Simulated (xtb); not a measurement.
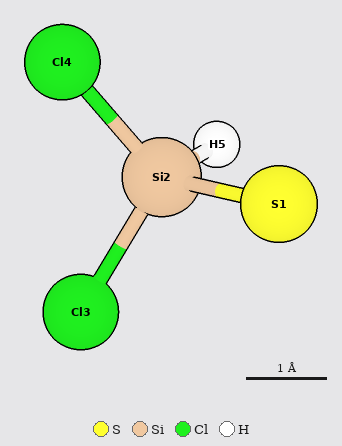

**Figure 1.** The starting structure (ball-and-stick view, seen at a tilt; atoms are numbered from 1 in the order of the input). Bond lengths as drawn: Cl–Si 2.01 Å, H–Si 1.45 Å and S–Si 2.13 Å.

Molecular dynamics, with input and output: SiHSCl₂

SiHSCl₂, multiplicity 2, computed with GFN2-xTB (xtb 6.7.1).

The starting geometry was optimised with GFN2-xTB.

### The input (mol.xyz)
```
5

S      1.73808    -0.51223     0.98075
Si    -0.10981    -0.00584     0.05130
Cl    -0.07368     1.92766    -0.50525
Cl    -0.39742    -1.18283    -1.55541
H     -1.15717    -0.22676     1.02861
```

### File xcontrol
```
$md
   temp=500
   time=0.2
   step=1
   dump=20
   hmass=1
   shake=0
   nvt=false
$end
```

Command:
```bash
xtb mol.xyz --input xcontrol --md --uhf 1 --gfn 2 --parallel 1 | tee out.txt
```

### Output
```
* xtb version 6.7.1
   ID    Z sym.   atoms
    1   16 S      1
    2   14 Si     2
    3   17 Cl     3, 4
    4    1 H      5

           -------------------------------------------------
          |                Calculation Setup                |
           -------------------------------------------------

          program call               : xtb mol.xyz --input xcontrol --md --uhf 1 --gfn 2 --parallel 1
          coordinate file            : mol.xyz
          omp threads                :                     1

           -------------------------------------------------
          |                 G F N 2 - x T B                 |
           -------------------------------------------------

      * Hamiltonian:
        H0-scaling (s, p, d)           1.850000    2.230000    2.230000
        zeta-weighting                 0.500000
      * Dispersion:
        s8                             2.700000
        a1                             0.520000
        a2                             5.000000
        s9                             5.000000
      * Repulsion:
        kExp                           1.500000    1.000000
        rExp                           1.000000
      * Coulomb:
        alpha                          2.000000
        third order                    shell-resolved
        anisotropic                    true
        a3                             3.000000
        a5                             4.000000
        cn-shift                       1.200000
        cn-exp                         4.000000
        max-rad                        5.000000

          ...................................................
          :                      SETUP                      :
          :.................................................:
          :  # basis functions                  41          :
          :  # atomic orbitals                  37          :
          :  # shells                           13          :
          :  # electrons                        25          :
          :  max. iterations                   250          :
          :  Hamiltonian                  GFN2-xTB          :
          :  restarted?                      false          :
          :  GBSA solvation                  false          :
          :  PC potential                    false          :
          :  electronic temp.          300.0000000     K    :
          :  accuracy                    1.0000000          :
          :  -> integral cutoff          0.2500000E+02      :
          :  -> integral neglect         0.1000000E-07      :
          :  -> SCF convergence          0.1000000E-05 Eh   :
          :  -> wf. convergence          0.1000000E-03 e    :
          :  Broyden damping             0.4000000          :
          :  net charge                          0          :
          :  unpaired electrons                  1          :
          ...................................................

 iter      E             dE          RMSdq      gap      omega  full diag
   1    -14.5924088 -0.145924E+02  0.779E+00    6.61       0.0  T
   2    -14.6588183 -0.664095E-01  0.342E+00    5.11       1.0  T
   3    -14.6672197 -0.840147E-02  0.497E+00    6.10       1.0  T
   4    -14.6820448 -0.148250E-01  0.249E+00    5.96       1.0  T
   5    -14.6884071 -0.636232E-02  0.814E-01    5.60       1.0  T
   6    -14.6871916  0.121547E-02  0.865E-01    5.87       1.0  T
   7    -14.6894687 -0.227707E-02  0.138E-01    5.70       1.0  T
   8    -14.6894783 -0.962590E-05  0.970E-02    5.71       1.0  T
   9    -14.6894750  0.331389E-05  0.137E-01    5.70       1.0  T
  10    -14.6894635  0.115291E-04  0.139E-01    5.69       1.0  T
  11    -14.6894872 -0.236964E-04  0.696E-02    5.70       1.0  T
  12    -14.6894867  0.505338E-06  0.347E-02    5.70       1.3  T
  13    -14.6894907 -0.402285E-05  0.176E-02    5.71       2.5  T
  14    -14.6894908 -0.112655E-06  0.215E-03    5.71      20.8  T
  15    -14.6894908 -0.134117E-07  0.588E-04    5.71      76.0  T
  16    -14.6894908  0.257485E-09  0.387E-04    5.71     115.5  T

   *** convergence criteria satisfied after 16 iterations ***

         #    Occupation            Energy/Eh            Energy/eV
      -------------------------------------------------------------
         1        2.0000           -1.0882335             -29.6123
       ...           ...                  ...                  ...
         7        2.0000           -0.4815836             -13.1046
         8        2.0000           -0.4616344             -12.5617
         9        2.0000           -0.4589883             -12.4897
        10        2.0000           -0.4539484             -12.3526
        11        2.0000           -0.4389866             -11.9454
        12        1.5195           -0.4154808             -11.3058
        13        1.4805           -0.4153328             -11.3018 (HOMO)
        14                         -0.2055091              -5.5922 (LUMO)
        15                         -0.2053872              -5.5889
        16                         -0.1906202              -5.1870
        17                         -0.1166503              -3.1742
        18                         -0.0573624              -1.5609
       ...                                ...                  ...
        37                          0.7571872              20.6041
      -------------------------------------------------------------
                  HL-Gap            0.2098237 Eh            5.7096 eV
             Fermi-level           -0.3629139 Eh           -9.8754 eV

 SCC (total)                   0 d,  0 h,  0 min,  0.009 sec
 SCC setup                      ...        0 min,  0.000 sec (  1.064%)
 Dispersion                     ...        0 min,  0.000 sec (  0.308%)
 classical contributions        ...        0 min,  0.000 sec (  0.616%)
 integral evaluation            ...        0 min,  0.001 sec ( 14.387%)
 iterations                     ...        0 min,  0.006 sec ( 59.460%)
 molecular gradient             ...        0 min,  0.002 sec ( 22.661%)
 printout                       ...        0 min,  0.000 sec (  1.397%)

         :::::::::::::::::::::::::::::::::::::::::::::::::::::
         ::                     SUMMARY                     ::
         :::::::::::::::::::::::::::::::::::::::::::::::::::::
         :: total energy             -14.655626486528 Eh    ::
         :: gradient norm              0.000033240559 Eh/a0 ::
         :: HOMO-LUMO gap              5.709592341298 eV    ::
         ::.................................................::
         :: SCC energy               -14.689489289664 Eh    ::
         :: -> isotropic ES            0.025164871176 Eh    ::
         :: -> anisotropic ES         -0.001031507852 Eh    ::
         :: -> anisotropic XC         -0.000068348737 Eh    ::
         :: -> dispersion             -0.004991749839 Eh    ::
         :: repulsion energy           0.033862803136 Eh    ::
         :: add. restraining           0.000000000000 Eh    ::
         :: total charge               0.000000000017 e     ::
         :::::::::::::::::::::::::::::::::::::::::::::::::::::

           -------------------------------------------------
          |                Property Printout                |
           -------------------------------------------------

    * Orbital Energies and Occupations

         #    Occupation            Energy/Eh            Energy/eV
      -------------------------------------------------------------
         1        2.0000           -1.0882335             -29.6123
         2        2.0000           -1.0715534             -29.1585
         3        2.0000           -0.7575294             -20.6134
         4        2.0000           -0.6832248             -18.5915
         5        2.0000           -0.4973082             -13.5324
         6        2.0000           -0.4970476             -13.5254
         7        2.0000           -0.4815836             -13.1046
         8        2.0000           -0.4616344             -12.5617
         9        2.0000           -0.4589883             -12.4897
        10        2.0000           -0.4539484             -12.3526
        11        2.0000           -0.4389866             -11.9454
        12        1.5195           -0.4154808             -11.3058
        13        1.4805           -0.4153328             -11.3018 (HOMO)
        14                         -0.2055091              -5.5922 (LUMO)
        15                         -0.2053872              -5.5889
        16                         -0.1906202              -5.1870
        17                         -0.1166503              -3.1742
        18                         -0.0573624              -1.5609
        19                         -0.0573494              -1.5606
        20                         -0.0200505              -0.5456
        21                         -0.0197803              -0.5383
        22                         -0.0153865              -0.4187
        23                         -0.0131843              -0.3588
        24                         -0.0071214              -0.1938
       ...                                ...                  ...
        37                          0.7571872              20.6041
      -------------------------------------------------------------
                  HL-Gap            0.2098237 Eh            5.7096 eV
             Fermi-level           -0.3629139 Eh           -9.8754 eV

     #   Z          covCN         q      C6AA      α(0)
     1  16 S        0.881    -0.150   145.386    20.395
     2  14 Si       3.407     0.524   105.555    20.194
     3  17 Cl       0.811    -0.180   104.694    15.653
     4  17 Cl       0.811    -0.180   104.694    15.653
     5   1 H        0.922    -0.015     3.324     2.851

 Mol. C6AA /au·bohr⁶  :       1972.040916
 Mol. C8AA /au·bohr⁸  :      94988.289547
 Mol. α(0) /au        :         74.745353

Wiberg/Mayer (AO) data.
largest (>0.10) Wiberg bond orders for each atom

 ---------------------------------------------------------------------------
     #   Z sym  total        # sym  WBO       # sym  WBO       # sym  WBO
 ---------------------------------------------------------------------------
     1  16 S    1.197 --     2 Si   1.040
     2  14 Si   4.152 --     3 Cl   1.129     4 Cl   1.129     1 S    1.040
                             5 H    0.854
     3  17 Cl   1.273 --     2 Si   1.129
     4  17 Cl   1.273 --     2 Si   1.129
     5   1 H    0.991 --     2 Si   0.854
 ---------------------------------------------------------------------------

Topologies differ in total number of bonds
Writing topology from bond orders to xtbtopo.mol

molecular dipole:
                 x           y           z       tot (Debye)
 q only:       -0.410      -0.107       0.444
   full:       -0.765       0.079       0.003       1.954
molecular quadrupole (traceless):
                xx          xy          yy          xz          yz          zz
 q only:        1.083       0.382      -1.400      -1.926      -0.412       0.317
  q+dip:       -0.900       1.486      -0.201      -4.133       0.049       1.101
   full:       -1.084       1.329       0.186      -3.480       0.190       0.898

           -------------------------------------------------
          | TOTAL ENERGY              -14.655626486528 Eh   |
          | GRADIENT NORM               0.000033240559 Eh/α |
          | HOMO-LUMO GAP               5.709592341298 eV   |
           -------------------------------------------------
           -------------------------------------------------
          |               Molecular Dynamics                |
           -------------------------------------------------
 trajectories on xtb.trj or xtb.trj.<n>

 MD time /ps        :    0.20
 dt /fs             :    1.00
 SCC accuracy       :    2.00
 temperature /K     :  500.00
 max steps          :   200
 block length (av.) :  5000
 dumpstep(trj) /fs  :   20.00    20
 dumpstep(coords)/fs: 1000.00  1000
 H atoms mass (amu) :     1
 # deg. of freedom  :    15
 SHAKE off
         time (ps)    <Epot>      Ekin   <T>   T     Etot       error
      0    0.00      0.00000   0.0380    0.    0.   -14.61762    0.0000
 average properties
 Epot               :  -14.571900275955388
 Epot (accurate SCC):  -14.644348232647227
 Ekin               :   1.0955747092243808E-002
 Etot               :  -14.560944528863143
 T                  :   461.27394275183491
 normal exit of md()

------------------------------------------------------------------------
------------------------------------------------------------------------
 total:
 *  cpu-time:     0 d,  0 h,  0 min,  1.659 sec
 * ratio c/w:     0.997 speedup
 SCF:
 *  cpu-time:     0 d,  0 h,  0 min,  0.009 sec
 * ratio c/w:     0.984 speedup
 MD:
 *  cpu-time:     0 d,  0 h,  0 min,  1.637 sec
 * ratio c/w:     0.998 speedup
```

### Standard error
```
normal termination of xtb
```

### Trajectory as extended XYZ (Å, eV, eV/Å), 10 frames, from step=0 to step=9
```
5
Properties=species:S:1:pos:R:3 step=0 time_fs=0.0 energy=-398.79991
S     1.7381   -0.5122    0.9808
Si   -0.1098   -0.0058    0.0513
Cl   -0.0737    1.9277   -0.5052
Cl   -0.3974   -1.1828   -1.5554
H    -1.1572   -0.2268    1.0286
5
Properties=species:S:1:pos:R:3 step=1 time_fs=20.0 energy=-398.57551
S     1.6908   -0.4689    0.9341
Si   -0.1033   -0.0320    0.0365
Cl   -0.0352    1.8817   -0.4775
Cl   -0.3842   -1.1620   -1.5344
H    -1.3833   -0.3667    0.8382
5
Properties=species:S:1:pos:R:3 step=2 time_fs=40.0 energy=-398.36209
S     1.7440   -0.4556    0.9530
Si   -0.2286   -0.0304    0.0809
Cl   -0.0082    1.8997   -0.4704
Cl   -0.3760   -1.2081   -1.6100
H    -0.8139    0.1584    1.4118
5
Properties=species:S:1:pos:R:3 step=3 time_fs=60.0 energy=-398.41348
S     1.7658   -0.4595    0.9535
Si   -0.2145   -0.0336    0.1252
Cl   -0.0043    1.9295   -0.4858
Cl   -0.3925   -1.2133   -1.6062
H    -1.4672   -0.4970    0.5647
5
Properties=species:S:1:pos:R:3 step=4 time_fs=80.0 energy=-398.64918
S     1.6966   -0.4630    0.9446
Si   -0.1260   -0.0479    0.0479
Cl   -0.0272    1.9036   -0.4756
Cl   -0.3856   -1.1836   -1.5650
H    -1.1640   -0.1157    1.1995
5
Properties=species:S:1:pos:R:3 step=5 time_fs=100.0 energy=-398.61552
S     1.7131   -0.5037    0.9753
Si   -0.1018   -0.0050    0.0020
Cl   -0.0635    1.8953   -0.4811
Cl   -0.3896   -1.1766   -1.5521
H    -0.9460    0.0276    1.2420
5
Properties=species:S:1:pos:R:3 step=6 time_fs=120.0 energy=-398.38879
S     1.7819   -0.5647    1.0136
Si   -0.0998    0.0198    0.0816
Cl   -0.0981    1.9720   -0.5271
Cl   -0.4079   -1.2037   -1.5836
H    -1.3300   -0.4666    0.5219
5
Properties=species:S:1:pos:R:3 step=7 time_fs=140.0 energy=-398.33884
S     1.7644   -0.5948    1.0179
Si   -0.0983   -0.0098    0.0911
Cl   -0.1240    2.0011   -0.5481
Cl   -0.3854   -1.2009   -1.6006
H    -0.6900    0.1959    1.4658
5
Properties=species:S:1:pos:R:3 step=8 time_fs=160.0 energy=-398.68687
S     1.7303   -0.6142    0.9829
Si   -0.0466    0.0225    0.0499
Cl   -0.1393    1.9383   -0.5536
Cl   -0.3648   -1.1377   -1.5179
H    -1.2385   -0.1044    1.0091
5
Properties=species:S:1:pos:R:3 step=9 time_fs=180.0 energy=-398.66737
S     1.7185   -0.6251    0.9580
Si   -0.0700    0.0652    0.0716
Cl   -0.1347    1.9029   -0.5621
Cl   -0.3438   -1.1194   -1.5026
H    -1.1103   -0.3476    0.9523
```

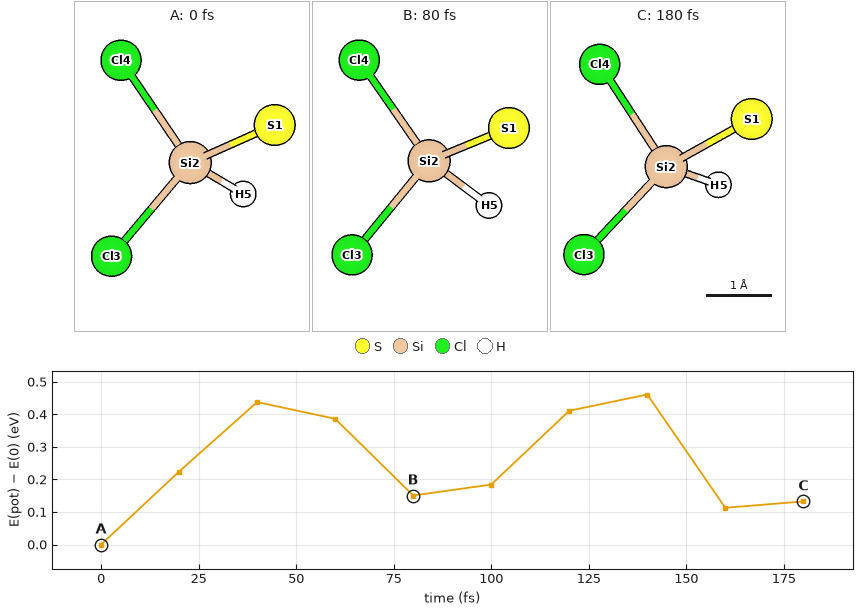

**Figure 2.** Frames of the molecular dynamics (ball-and-stick, seen at a tilt) above the curves, on which the letters mark them. The trajectory kept here has 10 frames over 180 fs. The potential energy ends 0.133 eV above its first value. After an unweighted best fit of the last frame on the first, the root-mean-square displacement is 0.10 Å.

### Results in brief

```tsv
quantity	value
outcome	finished
trajectory	10 frames kept, 180 fs
electrons treated	25
potential energy (first step)	−14.655626 hartree
dispersion energy (first step)	−0.004992 hartree
basis functions (first step)	41
hardware	1 thread of Intel Xeon @ 2.70GHz, 189 GiB of memory available, shared host
wall time	1.7 s
peak memory	0.071 GiB
```

Settings chosen away from the usual ones: method = gfn2-xtb; task = md; geo = {"prev": "A"}; x = {"md_temperature": 500, "md_time": 0.2, "time_step": 1, "md_dump": 20, "hydrogen_mass": 1, "shake": 0, "nvt": "false"}. The record of the run, not the program, notes: no spin polarisation: high-spin states lie too high. So short a trajectory is not equilibrated.
